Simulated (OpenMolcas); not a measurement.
**C2H7P (dimethylphosphine) at 6 levels**

We compute a comparison of 6 runs (B2PLYP/6-311+G**, BHLYP/6-311+G**, TPSS/6-311+G**, r2SCAN/6-311+G**, revPBE/6-311+G**, CCSD(T)/6-311+G**) of C2H7P (dimethylphosphine). 

The calculation is run with OpenMolcas 26.06.

### 1 The molecule

C2H7P has 10 atoms, charge 0, and is taken as a singlet. As SMILES, `CPC`. The C1–H6 distance was set to 2.403 Å, away from the relaxed value. At this shape the atoms don't form one bonded unit as the SMILES string has it.

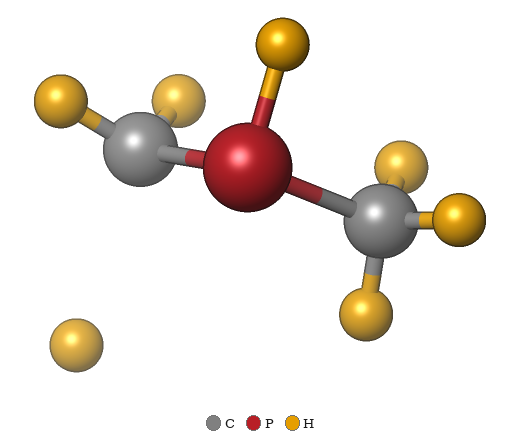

The structure, seen from a chosen angle (carbon grey, phosphorus red, hydrogen amber).

### 2 A single-point energy at B2PLYP/6-311+G(d,p) (run 1)

The input, mol.input:

```
&GATEWAY
 BasLib=$CurrDir
 Coord
 10
 bohr
 C      0.11433788     0.55473477    -3.24141699
 P      3.10318541     1.10131916    -1.53661946
 C      3.11851109    -1.66280214     0.58416348
 H     -0.08468808    -1.38132744    -3.92642381
 H     -0.00584870     1.85131366    -4.84158038
 H     -3.35152377     1.48736564    -0.45924124
 H      4.74225826     0.09003222    -3.40998056
 H      1.71888543    -1.36834502     2.07249288
 H      4.96588845    -1.81866675     1.48915332
 H      2.69326602    -3.43202043    -0.38857304
 Basis=6-311pGss
 Group=NoSym

&SEWARD
 GridInput
 Grid=UltraFine
 End of Grid

&SCF
 KSDFT=B2PLYP_SCF
 Thresholds=1e-10 1e-07 1e-07 1e-05
 PrOrbitals=0

&MBPT2
 Frozen=7
```

The basis set 6-311+G** is read from a file made from the Basis Set Exchange's data (not shown).

Command:

```
$ export MOLCAS_MEM=1860
$ pymolcas mol.input > mol.log
```

Log:

```text
--- Start Module: gateway ---
[...]
--- Stop Module: gateway /rc=_RC_ALL_IS_WELL_ ---
[...]
      Basis functions          116
[...]
--- Start Module: scf ---
[...]
       Convergence after  17 Iterations
[...]
::    Total KS-DFT energy                            -421.2363685246
[...]
      Total spin, S                                     0.0000000000
[...]
      Total electronic charge=   34.000000
      Total            charge=   -0.000000
[...]
      Dipole Moment (debye):
      Origin of the operator (angstrom)=    1.2428    0.1383   -0.7594
                   X=  1.2405E+00               Y= -1.5551E+00               Z= -1.0181E+00           Total=  2.2347E+00
      Quadrupole Moment (debye*angstrom):
[...]
--- Stop Module: scf /rc=_RC_ALL_IS_WELL_ ---
[...]
--- Start Module: mbpt2 ---
[...]
 ###    WARNING: MP2 implementation intended for RHF references only         ###
 ###############################################################################
MBPT2 WARNING: Reference function according to RunFile:KS-DFT
I'll assume you know what you're doing and continue
WARNING!
Default frozen orbitals as non valence orbitals is overwritten by user input.
Default values:   7
[...]
       Reference weight ( Cref**2 )         =        0.72757
::    Total MBPT2 energy                             -421.8221829583
[...]
      Total MBPT2 calculations                           0.62      0.69
--- Stop Module: mbpt2 /rc=_RC_ALL_IS_WELL_ ---
[...]
```

Run time: 57 s. Hardware: 1 thread of Arm Neoverse V1, shared host; peak memory 0.71 GiB.

### 3 The energy at BHLYP/6-311+G(d,p) (run 2)

The input, test.input:

```
* C2H7P Kohn-Sham DFT

&GATEWAY
 BasLib=$CurrDir
 Coord
 10
 angstrom
 C        0.060505       0.293553      -1.715284
 P        1.642135       0.582793      -0.813144
 C        1.650245      -0.879917       0.309126
 H       -0.044815      -0.730967      -2.077774
 H       -0.003095       0.979673      -2.562054
 H       -1.773550       0.787080      -0.243020
 H        2.509495       0.047643      -1.804484
 H        0.909595      -0.724097       1.096716
 H        2.627835      -0.962397       0.788026
 H        1.425215      -1.816147      -0.205624
 Basis=6-311pGss
 Group=NoSym

&SEWARD
 GridInput
 Grid=UltraFine
 End of Grid

&SCF
 KSDFT=HYB_GGA_XC_BHANDHLYP
 Thresholds=1e-10 1e-07 1e-07 1e-05
 PrOrbitals=1 1
```

The basis set 6-311+G** is read from a file made from the Basis Set Exchange's data (not shown).

Command:

```
$ export MOLCAS_MEM=1860
$ pymolcas test.input > test.log
```

Log:

```text
--- Start Module: gateway ---
[...]
--- Stop Module: gateway /rc=_RC_ALL_IS_WELL_ ---
--- Start Module: seward ---
[...]
      Basis functions          116
--- Stop Module: seward /rc=_RC_ALL_IS_WELL_ ---
[...]
--- Start Module: scf ---
[...]
       Convergence after  16 Iterations
[...]
::    Total KS-DFT energy                            -421.5557254067
[...]
      Total spin, S                                     0.0000000000
[...]
      Total electronic charge=   34.000000
      Total            charge=   -0.000000
[...]
      Dipole Moment (debye):
      Origin of the operator (angstrom)=    1.2428    0.1383   -0.7594
                   X=  1.1771E+00               Y= -1.5301E+00               Z= -9.7826E-01           Total=  2.1642E+00
      Quadrupole Moment (debye*angstrom):
[...]
--- Stop Module: scf /rc=_RC_ALL_IS_WELL_ ---
[...]
```

Run time: 53 s. Hardware: 1 thread of Arm Neoverse V1, shared host; peak memory 0.71 GiB.

Run 3 isn't shown in full; the table further down has it.

### 4 A single-point energy at r2SCAN/6-311+G(d,p) (run 4)

The input, job.inp:

```
&GATEWAY
  BASLIB=$CurrDir
  COORD
  10
  bohr
  C      0.11433788     0.55473477    -3.24141699
  P      3.10318541     1.10131916    -1.53661946
  C      3.11851109    -1.66280214     0.58416348
  H     -0.08468808    -1.38132744    -3.92642381
  H     -0.00584870     1.85131366    -4.84158038
  H     -3.35152377     1.48736564    -0.45924124
  H      4.74225826     0.09003222    -3.40998056
  H      1.71888543    -1.36834502     2.07249288
  H      4.96588845    -1.81866675     1.48915332
  H      2.69326602    -3.43202043    -0.38857304
  BASIS=6-311pGss
  GROUP=NoSym

&SEWARD
  GRIDINPUT
  Grid=UltraFine
  End of Grid

&SCF
  KSDFT=2
  1.0 MGGA_X_R2SCAN
  1.0 MGGA_C_R2SCAN
  THRESHOLDS=1e-10 1e-07 1e-07 1e-05
  PRORBITALS=1 2
```

The basis set 6-311+G** is read from a file made from the Basis Set Exchange's data (not shown).

Command:

```
$ export MOLCAS_MEM=1860
$ pymolcas job.inp > job.log
```

Log:

```text
--- Start Module: gateway ---
[...]
--- Stop Module: gateway /rc=_RC_ALL_IS_WELL_ ---
--- Start Module: seward ---
[...]
      Basis functions          116
--- Stop Module: seward /rc=_RC_ALL_IS_WELL_ ---
[...]
--- Start Module: scf ---
[...]
       Convergence after  17 Iterations
[...]
::    Total KS-DFT energy                            -421.5490596565
[...]
      Total spin, S                                     0.0000000000
[...]
      Total electronic charge=   34.000000
      Total            charge=   -0.000000
[...]
      Dipole Moment (debye):
      Origin of the operator (angstrom)=    1.2428    0.1383   -0.7594
                   X=  1.0263E+00               Y= -1.5631E+00               Z= -8.3135E-01           Total=  2.0464E+00
      Quadrupole Moment (debye*angstrom):
[...]
--- Stop Module: scf /rc=_RC_ALL_IS_WELL_ ---
[...]
```

Run time: 81 s. Hardware: 1 thread of Arm Neoverse V1, shared host; peak memory 0.71 GiB.

Run 5 isn't shown in full; the table further down has it.

### 5 The energy at CCSD(T)/6-311+G(d,p) (Cholesky decomposition) (run 6)

The input, run.inp:

```
* C2H7P CCSD(T)
&GATEWAY
BasLib=$CurrDir
Coord
10
angstrom
C        0.060505       0.293553      -1.715284
P        1.642135       0.582793      -0.813144
C        1.650245      -0.879917       0.309126
H       -0.044815      -0.730967      -2.077774
H       -0.003095       0.979673      -2.562054
H       -1.773550       0.787080      -0.243020
H        2.509495       0.047643      -1.804484
H        0.909595      -0.724097       1.096716
H        2.627835      -0.962397       0.788026
H        1.425215      -1.816147      -0.205624
Basis=6-311pGss
Group=NoSym
&SEWARD
High
&SCF
Thresholds=1e-10 1e-07 1e-07 1e-05
PrOrbitals=0
&CHCC
Frozen=7
Threshold=1e-08
MaxIterations=80
&CHT3
Frozen=7
```

The basis set 6-311+G** is read from a file made from the Basis Set Exchange's data (not shown).

Command:

```
$ export MOLCAS_MEM=1860
$ pymolcas run.inp > run.log
```

Log:

```text
--- Start Module: gateway ---
[...]
--- Stop Module: gateway /rc=_RC_ALL_IS_WELL_ ---
[...]
      Basis functions          116
[...]
       Convergence after  16 Iterations
[...]
::    Total SCF energy                               -420.3705774243
[...]
      Total spin, S                                     0.0000000000
[...]
      Total electronic charge=   34.000000
      Total            charge=   -0.000000
[...]
      Dipole Moment (debye):
      Origin of the operator (angstrom)=    1.2428    0.1383   -0.7594
                   X=  1.7120E+00               Y= -1.7064E+00               Z= -1.3211E+00           Total=  2.7547E+00
      Quadrupole Moment (debye*angstrom):
[...]
--- Start Module: chcc ---
[...]
--- Stop Module: chcc /rc=_RC_ALL_IS_WELL_ ---
[...]
--- Start Module: cht3 ---
[...]
--- Stop Module: cht3 /rc=_RC_ALL_IS_WELL_ ---
[...]
```

It took 14 min on 1 thread of Arm Neoverse V1, shared host; peak memory 0.25 GiB.

### 6 Overview of the runs

```csv
run,level,frozen core orbitals,integral approximation,integration grid,energy (Eh),dipole moment (D) of the reference,HOMO energy (eV),LUMO energy (eV),wall time
1,B2PLYP/6-311+G**,7,none,UltraFine,-421.394538,2.23,-7.80,-2.15,57 s
2,BHLYP/6-311+G**,–,none,UltraFine,-421.555725,2.16,-7.87,-2.45,53 s
3,TPSS/6-311+G**,–,none,UltraFine,-421.678233,2.05,-5.98,-4.10,88 s
4,r2SCAN/6-311+G**,–,none,UltraFine,-421.549060,2.05,-6.05,-4.13,81 s
5,revPBE/6-311+G**,–,none,UltraFine,-421.551819,2.00,-5.82,-4.14,56 s
6,CCSD(T)/6-311+G** (Cholesky decomposition),7,CD high,–,-420.923117,2.75,-9.05,-0.02,14 min
```

### 7 Summary of results

| quantity | value |
| --- | --- |
| run 6: total energy | -420.92312 Eh |
| run 6: dipole moment (mean-field density) | 2.75 D |
| run 6: HOMO energy (Hartree–Fock orbitals) | -9.05 eV |
| run 6: LUMO energy (Hartree–Fock orbitals) | -0.02 eV |
| run 6: HOMO–LUMO gap (Hartree–Fock orbitals) | 9.03 eV |
| run 6: correlation energy (7 core orbitals frozen) | -552.5 mEh |
| run 6: (T) correction | -25.78 mEh |

**Reading.** Over runs 1, 2, 3, 4, 5 the dipole moment (its size) runs from 2.00 D (revPBE/6-311+G**) to 2.23 D (B2PLYP/6-311+G**). A double hybrid's value is that of its SCF part. Over runs 1, 2, 3, 4, 5 the HOMO–LUMO gap runs from 1.69 eV (revPBE/6-311+G**) to 5.65 eV (B2PLYP/6-311+G**). For B2PLYP the log adds the whole second-order term; the table takes 0.27 of it, as the functional is defined. Totals of different functionals can't be ranked against each other. In runs 1, 2, 3, 4, 5, 6 a closed-shell determinant meets a far-stretched bond, which it describes badly. All runs together took 20 min, the longest 14 min.
